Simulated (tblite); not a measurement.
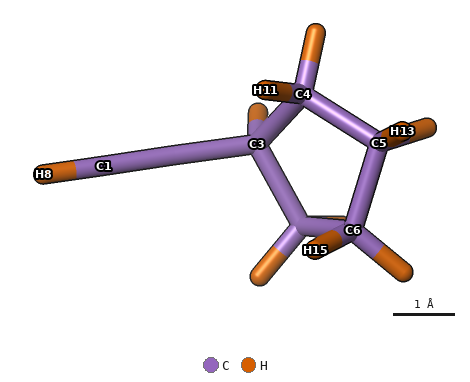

Fig. 1: The input geometry (stick view, seen at a tilt; atoms are numbered from 1 in the order of the input). Bond lengths as drawn: C–C 1.20 to 1.55 Å and C–H 1.05 to 1.09 Å.

**Molecular dynamics, with input and output: C₇H₁₀**

C₇H₁₀ (cyclopentylacetylene), computed with GFN2-xTB Langevin dynamics, gas phase (tblite 0.8.0).

## Input file
```
{"job": {"dt": 1.5, "steps": 5000, "equilibration": 400, "friction": 0.005, "h_mass": 4.0, "temperature": 300, "xc": "GFN2-xTB", "basis": "xTB", "kind": "md"}, "charge": 0, "multiplicity": 1}
C      3.030668    -0.146916     0.245968
C      1.929344    -0.173309    -0.221527
C      0.582669    -0.195123    -0.756162
C     -0.287636    -1.247366    -0.026519
C     -1.568136    -0.512088     0.369572
C     -1.089210     0.913616     0.621737
C     -0.129530     1.160017    -0.539163
H      4.000646    -0.127307     0.644504
H      0.648455    -0.420693    -1.825203
H     -0.485692    -2.114133    -0.655911
H      0.233364    -1.592796     0.868040
H     -2.280390    -0.520600    -0.457872
H     -2.047368    -0.958096     1.240106
H     -1.903792     1.636362     0.649651
H     -0.549484     0.960327     1.569108
H      0.581360     1.959002    -0.331410
H     -0.693258     1.427223    -1.434558
```

The first line tells a small driver script what to run in tblite; the rest is the geometry in Å.

Machine: 1 CPU thread, shared host.

Command:
```bash
OMP_NUM_THREADS=1 python <driver script> task.json out
```

## Output
```
t/fs     T/K   E - E0/eV
     0.0    411.9     0.0000
   337.5    337.1     0.4853
   675.0    278.8     0.4912
  1012.5    458.1     0.4603
  1350.0    370.0     0.6042
  1687.5    252.7     0.6141
  2025.0    235.6     0.4531
  2362.5    296.6     0.4600
  2700.0    240.1     0.4608
  3037.5    310.9     0.7007
  3375.0    297.5     0.6492
  3712.5    414.0     0.4864
  4050.0    387.4     0.5271
  4387.5    340.8     0.3927
  4725.0    246.5     0.3558
  5062.5    318.2     0.5765
  5400.0    308.5     0.6638
  5737.5    350.4     0.4585
  6075.0    329.8     0.5951
  6412.5    336.1     0.5334
  6750.0    330.6     0.6418
  7087.5    254.0     0.6564
  7425.0    300.1     0.5891
  7762.5    362.7     0.6418
  8100.0    390.7     0.7646
```

## Trajectory as extended XYZ (Å, eV, eV/Å), 13 of the 25 frames kept, from step=0 to step=5400
```
17
Properties=species:S:1:pos:R:3:forces:R:3 step=0 time_fs=0.0 energy=-544.96294 temperature=411.9
C     3.0307   -0.1469    0.2460    0.0040  -0.0010   0.0010
C     1.9293   -0.1733   -0.2215   -0.0020   0.0000  -0.0020
C     0.5827   -0.1951   -0.7562   -0.0010  -0.0010   0.0000
C    -0.2876   -1.2474   -0.0265   -0.0010  -0.0020   0.0010
C    -1.5681   -0.5121    0.3696   -0.0010  -0.0020   0.0000
C    -1.0892    0.9136    0.6217   -0.0010  -0.0010   0.0000
C    -0.1295    1.1600   -0.5392    0.0000  -0.0010   0.0000
H     4.0006   -0.1273    0.6445    0.0030   0.0010   0.0020
H     0.6485   -0.4207   -1.8252   -0.0010   0.0010  -0.0010
H    -0.4857   -2.1141   -0.6559   -0.0010   0.0000   0.0010
H     0.2334   -1.5928    0.8680    0.0000   0.0010  -0.0010
H    -2.2804   -0.5206   -0.4579    0.0000   0.0000   0.0000
H    -2.0474   -0.9581    1.2401    0.0000   0.0000  -0.0010
H    -1.9038    1.6364    0.6497   -0.0010   0.0000  -0.0010
H    -0.5495    0.9603    1.5691    0.0020   0.0010  -0.0020
H     0.5814    1.9590   -0.3314   -0.0010   0.0010   0.0000
H    -0.6933    1.4272   -1.4346    0.0010   0.0020   0.0020
17
Properties=species:S:1:pos:R:3:forces:R:3 step=450 time_fs=675.0 energy=-544.47172 temperature=278.8
C     1.8908   -0.8872    0.1312   -1.0120   0.6750   0.0960
C     0.8333   -0.3341    0.2757    0.4590  -0.4250   0.9260
C    -0.4188    0.2001    0.7958   -0.0960  -0.5560  -1.1450
C    -1.5702   -0.7690    0.2716    0.9620   0.8810   1.2970
C    -1.6438   -1.7689    1.4479   -1.3080  -0.5980  -0.6660
C    -1.3793   -1.0010    2.7219    0.6670   0.6810   0.1780
C    -0.4639    0.2056    2.3634   -1.6000  -0.3600  -1.8110
H     2.8386   -1.1831   -0.1298    0.8300  -0.4410  -0.3350
H    -0.4514    1.1830    0.2981   -0.5330   0.0290   0.5270
H    -2.5033   -0.1489    0.2683    0.6520  -0.8290  -0.4710
H    -1.2562   -1.2246   -0.6950   -0.6900   0.4540   0.7100
H    -2.6759   -2.1990    1.4670    0.7000   0.0550   0.0260
H    -0.9375   -2.6137    1.4382   -0.1370   0.4410  -0.7000
H    -2.2912   -0.6170    3.1721   -0.0610  -0.1090   0.0670
H    -0.8862   -1.6958    3.3905    0.0090   0.2010   0.5270
H     0.5229    0.1593    2.7031    1.3710  -0.3960   0.7360
H    -0.8957    1.1274    2.7215   -0.2120   0.2980   0.0390
17
Properties=species:S:1:pos:R:3:forces:R:3 step=900 time_fs=1350.0 energy=-544.35872 temperature=370.0
C     0.6198   -0.5249   -1.5408   -1.2400   0.0790   1.9150
C     0.0153   -0.3502   -0.5045    0.5200   0.6940   0.7890
C    -0.4810    0.1130    0.8518   -1.2800  -1.1270  -1.2070
C    -1.9965    0.5251    0.7286    0.1380   0.0350   0.3200
C    -2.7579   -0.8516    0.5264    0.9870   1.4350   1.9650
C    -1.7549   -1.8718    1.1969   -1.8960   1.0500   0.1030
C    -0.6394   -1.0594    1.8310   -0.2790  -0.3420  -0.9200
H     0.9521   -0.9492   -2.4207    0.3200  -0.0880  -0.7150
H     0.1668    0.8403    1.2872    0.3610   0.7970  -0.1020
H    -2.3301    1.0130    1.7046    0.4550  -0.5280  -1.2580
H    -2.1530    1.2289   -0.1109   -0.0390  -0.3460   0.4950
H    -3.7196   -0.7770    1.1160    0.8170  -0.3380  -1.2150
H    -2.8086   -1.0365   -0.5392   -0.6320  -0.1170   0.1510
H    -2.2658   -2.4996    1.9148   -0.0970  -0.1910   0.1630
H    -1.4481   -2.4539    0.3737    0.9320  -0.9200  -0.5680
H     0.2040   -1.6974    1.8959    1.1900  -0.4150   0.0380
H    -0.8724   -0.7382    2.8379   -0.2560   0.3230   0.0490
17
Properties=species:S:1:pos:R:3:forces:R:3 step=1350 time_fs=2025.0 energy=-544.50980 temperature=235.6
C    -0.5298    1.0675   -0.5803   -0.2390  -0.4140   1.3380
C    -0.8168    0.6407    0.5074   -0.3820  -0.0940   0.6030
C    -1.2908    0.2066    1.8435    0.7470   0.3880   0.5870
C    -2.8144    0.2929    2.0213    0.4440  -0.7750  -0.1710
C    -3.3670   -1.1224    1.5958   -0.8200   2.0910  -1.0860
C    -2.1880   -2.0173    1.4533    2.2340  -0.9240  -0.8620
C    -1.0424   -1.2550    2.1851    0.5250  -1.1360  -0.5520
H    -0.1604    1.5043   -1.4396    0.1570   0.1400  -0.6790
H    -0.7486    0.7955    2.6527   -0.5100  -0.1210  -1.0760
H    -3.0539    0.4457    3.0574    0.0340   0.0750   0.5980
H    -3.1689    1.1546    1.5000   -0.6410   0.2430  -0.6620
H    -3.9959   -1.4897    2.4003   -0.3940   0.0330  -0.2700
H    -3.9298   -0.9623    0.6246    0.3510  -0.5600   1.1540
H    -2.3924   -3.0220    1.8618    0.2670   0.4150   0.0160
H    -1.7918   -2.1923    0.4149   -0.8350   0.3290   0.5650
H     0.0156   -1.5761    1.9462   -1.2090   0.0960   0.0830
H    -1.2276   -1.4235    3.2378    0.2710   0.2150   0.4150
17
Properties=species:S:1:pos:R:3:forces:R:3 step=1800 time_fs=2700.0 energy=-544.50213 temperature=240.1
C    -1.0584    1.1651   -1.3337    0.2850   0.1160   0.2320
C    -1.0344    0.6784   -0.2402   -0.7150   0.0040  -0.1860
C    -1.2687    0.0800    1.0635    1.4570   1.3050  -0.3760
C    -2.7043    0.3391    1.5824    0.4860  -0.4350   0.2640
C    -3.4132   -0.9768    1.2937   -1.4140  -1.4300   0.0450
C    -2.4453   -1.8527    0.4634    0.4830  -0.8450   1.0590
C    -1.0589   -1.4135    0.9527   -0.8380  -0.2410   0.3920
H    -0.8400    1.7134   -2.1907   -0.0440   0.0520  -0.4460
H    -0.4115    0.5295    1.6238   -0.8570  -0.1000   0.4790
H    -2.6040    0.5027    2.6518   -0.3020   0.1820   0.1540
H    -3.2808    1.1608    1.1248    0.8000  -0.1670   0.1110
H    -3.7631   -1.5601    2.2106    0.7070   0.8720  -0.8160
H    -4.3561   -0.8129    0.7221    0.6040  -0.0430   0.2480
H    -2.5094   -2.9312    0.7284   -0.5330   0.5660  -0.6270
H    -2.5682   -1.6604   -0.5879   -0.0440  -0.1270  -0.3390
H    -0.1864   -1.6799    0.3783   -0.0330   0.0080  -0.7370
H    -0.8939   -1.9084    1.9051   -0.0420   0.2820   0.5420
17
Properties=species:S:1:pos:R:3:forces:R:3 step=2250 time_fs=3375.0 energy=-544.31377 temperature=297.5
C     0.9383    2.1355   -0.2464   -1.0720  -0.8730   0.0980
C     0.1710    1.2373    0.0491    2.0820   2.4850  -0.5850
C    -0.7220    0.1859    0.4060   -0.6350   0.6930   0.3010
C    -2.0768    0.7553    0.9444    0.5850   0.4890  -1.0780
C    -3.1092   -0.2392    0.3864   -1.9180  -0.0550  -0.0170
C    -2.4171   -1.2171   -0.5624    0.0300   0.6070  -0.4900
C    -1.1332   -0.5271   -0.8615    0.6560   1.3470  -2.1950
H     1.5089    2.9659   -0.6136   -0.3320  -0.7070   0.3910
H    -0.2147   -0.4203    1.1462   -0.1280  -0.5940   0.1140
H    -2.0858    0.8014    2.0250   -0.0750  -0.0240   0.1470
H    -2.1352    1.8147    0.5629   -0.4030  -1.0360   0.2250
H    -3.5234   -0.7876    1.2685   -0.0390   0.3340  -0.7980
H    -3.9754    0.1589   -0.2317    0.9030   0.2590   1.2010
H    -2.1095   -2.0423   -0.0095   -0.1530  -2.0680   0.7040
H    -2.9381   -1.4549   -1.5136    0.0120  -0.0670   0.9440
H    -1.4083    0.2623   -1.6749    0.9750  -0.9730   1.1540
H    -0.3077   -1.1642   -1.2233   -0.4900   0.1850  -0.1140
17
Properties=species:S:1:pos:R:3:forces:R:3 step=2700 time_fs=4050.0 energy=-544.43582 temperature=387.4
C     0.7750    0.9608    0.0691   -0.8120  -1.3130   0.4340
C     0.0629   -0.0177    0.1035    0.4910   0.7520   0.2310
C    -0.8417   -1.1634    0.0356    1.0010   0.0530  -0.7450
C    -1.8926   -1.2143    1.1568   -1.3060   0.2240  -1.1220
C    -3.1964   -1.6575    0.3766    0.2490   0.4930   0.3490
C    -3.0931   -1.0443   -0.9970    0.1240   1.6270  -0.5010
C    -1.5754   -1.1404   -1.3306   -0.9340  -1.8080  -0.9380
H     1.4514    1.7283    0.2889    0.0370   0.1870  -0.2610
H    -0.2085   -2.0958    0.0310   -0.4010   0.7750   0.2910
H    -1.7131   -2.0291    1.8182    0.4980  -0.2010   0.8670
H    -1.9784   -0.2453    1.7045   -0.0790  -0.7790  -0.5410
H    -3.1027   -2.7458    0.1936   -0.5450   0.4360   0.7030
H    -4.1529   -1.2890    0.8230    0.8290  -0.9190   0.0870
H    -3.7671   -1.5425   -1.7150    0.5270   0.1270   0.1460
H    -3.4535    0.0319   -0.9356    0.6590  -0.9490  -0.2110
H    -1.2230   -0.4292   -2.0908   -0.1160   0.0750   0.6640
H    -1.4151   -2.1695   -1.8203   -0.2240   1.2200   0.5470
17
Properties=species:S:1:pos:R:3:forces:R:3 step=3150 time_fs=4725.0 energy=-544.60718 temperature=246.5
C    -0.7978    0.0307   -0.1784   -0.4870  -0.4420  -0.5040
C    -1.3738   -0.7549   -0.8770    0.2320   0.1590  -0.3580
C    -1.8167   -1.7279   -1.8547   -1.7100  -0.7970   0.6630
C    -2.5212   -2.9431   -1.1240   -0.1920   1.7530   0.2820
C    -3.8052   -3.2137   -1.8561   -1.1910   0.1460  -0.2970
C    -4.2318   -1.9426   -2.5959    0.4440   0.0230   0.2280
C    -2.9118   -1.2277   -2.8530    0.7700   0.2120   0.2940
H    -0.4077    0.7727    0.4216    0.2640   0.4560   0.5570
H    -0.9573   -2.0249   -2.4147    0.6490  -0.4160  -0.3260
H    -1.9496   -3.8310   -1.1295    0.8900  -0.6820   0.3350
H    -2.7691   -2.6044   -0.1017    0.3520  -0.3350  -0.2700
H    -3.6547   -3.9396   -2.6182    0.2260  -0.9890  -0.4850
H    -4.6115   -3.5578   -1.1912    0.3000  -0.0210  -0.1550
H    -4.7485   -2.1524   -3.5399    0.0730   0.0010   0.2790
H    -4.8929   -1.3983   -1.9576   -0.3920   0.6960   0.3340
H    -2.8961   -0.1500   -2.8142   -0.5750   0.4360   0.0780
H    -2.6010   -1.4891   -3.8442    0.3480  -0.2000  -0.6540
17
Properties=species:S:1:pos:R:3:forces:R:3 step=3600 time_fs=5400.0 energy=-544.29916 temperature=308.5
C    -0.3689   -0.6858    0.2480   -0.3970  -0.6670  -0.7190
C    -0.8499   -1.0593   -0.7933    0.1330  -0.0580  -0.0760
C    -1.5583   -1.2402   -2.0643   -1.4090   1.6770   0.4650
C    -2.7421   -2.1954   -1.9756    0.1940  -2.6350  -1.1680
C    -3.7662   -1.4730   -1.1746   -2.0080   0.0030  -1.6660
C    -3.8500   -0.2061   -2.0347    1.2290  -0.0340   1.2830
C    -2.3780    0.1527   -2.2764    1.3500  -1.0140  -1.9080
H     0.0418   -0.5996    1.2077    0.1110   0.1780   0.0170
H    -0.9510   -1.4632   -2.9329    0.4590   0.0370   0.2060
H    -3.1358   -2.4203   -3.0470    0.6320   0.3390   1.5850
H    -2.4964   -3.1835   -1.5198    0.1120   0.5290  -0.3190
H    -4.7890   -1.9472   -1.1040    1.1170   0.1700  -0.0370
H    -3.3672   -1.3061   -0.2230    0.3060   0.4790   1.4810
H    -4.3373   -0.4412   -2.9503   -0.2890  -0.1650  -0.7710
H    -4.3980    0.5475   -1.5485   -0.5960   1.2010   0.6190
H    -1.8216    0.9208   -1.7351   -0.8870   0.0070   0.3520
H    -2.2591    0.4204   -3.3575   -0.0570  -0.0460   0.6570
17
Properties=species:S:1:pos:R:3:forces:R:3 step=4050 time_fs=6075.0 energy=-544.36784 temperature=329.8
C     1.0774   -0.0076   -0.6473   -1.0120  -0.5780  -0.5480
C     0.1420   -0.4536   -1.2938    2.5890   0.3170   1.2480
C    -0.7343   -1.1759   -2.1657   -2.4700   0.2930  -0.5900
C    -1.8259   -2.0439   -1.4060    0.3290   2.0160   0.2290
C    -3.0678   -1.9818   -2.2592    0.4360  -0.3770  -1.0790
C    -3.1057   -0.6406   -2.9749    2.1420  -0.8480  -1.7190
C    -1.6171   -0.1404   -2.9979   -0.2050  -0.5430   0.7040
H     1.8715    0.3675   -0.0152   -0.9770  -0.1980  -0.6500
H    -0.2383   -1.8090   -2.8955    0.4410  -0.1370   0.2020
H    -1.4626   -3.0153   -1.1751    0.2020  -0.7510   0.0630
H    -2.1619   -1.5485   -0.4683    0.8860  -0.1420  -0.2440
H    -3.1152   -2.7698   -3.0033    0.1330  -0.3500  -0.0210
H    -3.9120   -2.0364   -1.6440   -1.3750  -0.4870   0.8670
H    -3.3612   -0.8196   -4.0387   -0.4590   0.3950   0.6320
H    -3.7759    0.0024   -2.4714   -0.4420   0.9170   0.1280
H    -1.5771    0.7646   -2.4429    0.0190   1.0360   0.4590
H    -1.2128    0.1047   -3.9927   -0.2370  -0.5610   0.3200
17
Properties=species:S:1:pos:R:3:forces:R:3 step=4500 time_fs=6750.0 energy=-544.32115 temperature=330.6
C     0.2679   -0.9779   -1.4385   -0.0760   0.0780  -0.1850
C    -0.2077   -1.2539   -2.5096    0.9640   1.3820   0.7280
C    -0.8723   -1.5716   -3.7511   -0.1150  -0.4910   1.4960
C    -2.1436   -2.2382   -3.1701   -0.2990  -2.7460  -2.3830
C    -3.1840   -2.0403   -4.2972    0.6710   1.4150   0.3620
C    -2.8312   -0.5637   -4.6562    0.1020  -0.3460  -0.8690
C    -1.2956   -0.5260   -4.7866   -1.1640  -1.5550   1.0220
H     0.6731   -0.7244   -0.4869   -0.1790  -0.2450  -0.5310
H    -0.2272   -2.2700   -4.2255    0.4160  -0.9830  -0.5830
H    -1.9923   -3.3815   -3.0954   -0.0700   1.6410   0.5030
H    -2.4677   -1.8094   -2.2534   -0.1110   0.2100   0.6020
H    -2.9447   -2.7156   -5.1092   -0.1990  -0.0140  -0.2090
H    -4.1996   -2.1805   -3.9320    0.0140   0.0780  -0.2480
H    -3.2401   -0.0891   -5.5412   -0.4890  -0.5310  -0.4380
H    -3.1727    0.0536   -3.8527    0.0460   0.3740   0.7770
H    -0.9005    0.4084   -4.5862    0.6660   1.9560   0.5080
H    -0.9300   -0.8309   -5.7498   -0.1780  -0.2240  -0.5510
17
Properties=species:S:1:pos:R:3:forces:R:3 step=4950 time_fs=7425.0 energy=-544.37386 temperature=300.1
C     0.5266   -2.6179   -1.9441    0.0730   0.0810   0.0110
C    -0.1852   -2.2964   -2.8489    0.5880  -0.6740   0.8550
C    -1.0363   -1.9537   -3.9091   -0.3590   1.1820  -1.4970
C    -1.7382   -3.0718   -4.7093    0.7200  -0.1520   0.4480
C    -2.9418   -2.3559   -5.4148    2.8510  -0.0530   0.3570
C    -2.8560   -0.9297   -4.8632   -0.3230   1.5470  -2.9690
C    -2.1546   -0.9948   -3.5500   -0.7770   0.5040   1.2900
H     1.1996   -2.8066   -1.1737    0.1710  -0.1390   0.2840
H    -0.4545   -1.2876   -4.6124    0.0260  -0.9370   0.2120
H    -0.9662   -3.5098   -5.3650   -0.6510  -0.0180  -0.0310
H    -2.0573   -3.8533   -3.9810    0.0330   0.4390  -0.6280
H    -2.8330   -2.4510   -6.4980   -0.2870   0.2250   0.2270
H    -3.7796   -2.8296   -5.0479   -2.0630  -0.8900   0.3240
H    -2.1686   -0.3315   -5.6245   -1.3330  -0.7770   1.3840
H    -3.8766   -0.4661   -4.9126    0.9450  -0.1420   0.3560
H    -2.8558   -1.3295   -2.7350    0.7640   0.0380  -0.6510
H    -1.7174   -0.0279   -3.2505   -0.3790  -0.2340   0.0290
17
Properties=species:S:1:pos:R:3:forces:R:3 step=5400 time_fs=8100.0 energy=-544.19837 temperature=390.7
C     0.5974   -2.2425   -1.3374    0.9230  -0.7720   2.3680
C     0.2482   -1.8558   -2.3893   -1.6710   1.5990  -3.3210
C    -0.3054   -1.3768   -3.6731   -1.5060   0.8460   0.4780
C     0.2450   -2.2663   -4.8204    0.1900  -0.2850  -0.3090
C    -0.9911   -2.7884   -5.6419    0.9010  -0.5070   1.2560
C    -2.2081   -2.1009   -5.1061   -2.5760   0.8880   0.1600
C    -1.9483   -1.4242   -3.7441    1.0980  -0.5730   0.0730
H     1.0034   -2.5286   -0.4169    0.0230  -0.1540   0.1230
H    -0.1261   -0.2606   -3.7938    0.4250  -1.2860   0.0470
H     0.9823   -1.7190   -5.4813   -0.9000  -0.4230   0.7030
H     0.8147   -3.1332   -4.3703   -0.6210   0.8490  -0.4740
H    -0.8919   -2.6009   -6.6831    0.2860   0.1630  -0.8320
H    -1.1267   -3.8723   -5.5132    0.3590   0.2240   0.0270
H    -2.5877   -1.3323   -5.8380    0.3320  -0.6390   0.5890
H    -3.0713   -2.8218   -4.9178    0.9450   0.7180  -0.6180
H    -2.4027   -2.0709   -2.9890    0.6480  -0.1450   0.2730
H    -2.5157   -0.4680   -3.5816    1.1460  -0.5030  -0.5420
```

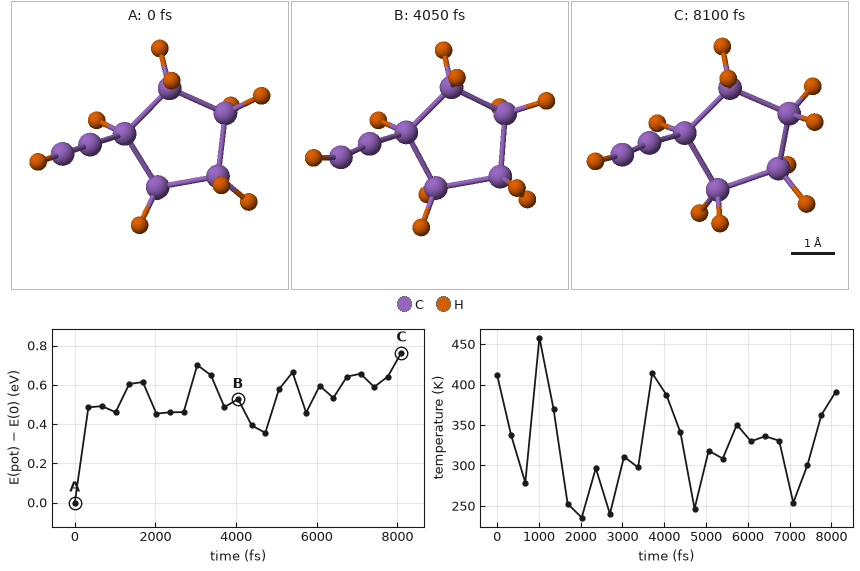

Fig. 2: Frames of the molecular dynamics (ball-and-stick, seen at a tilt) above the curves, on which the letters mark them. The trajectory kept here has 25 frames over 8100 fs. The temperature starts at 412 K, ranges from 236 to 458 K and averages 327 K over the second half. The potential energy ends 0.765 eV above its first value. After an unweighted best fit of the last frame on the first, the root-mean-square displacement is 0.65 Å, and H14 has moved furthest (1.27 Å).

## Key numbers

- outcome: finished
- mean temperature over the second half: 327 K
- trajectory: 25 frames kept, 8100 fs
- wall time: 46 s
- peak memory: 0.32 GiB
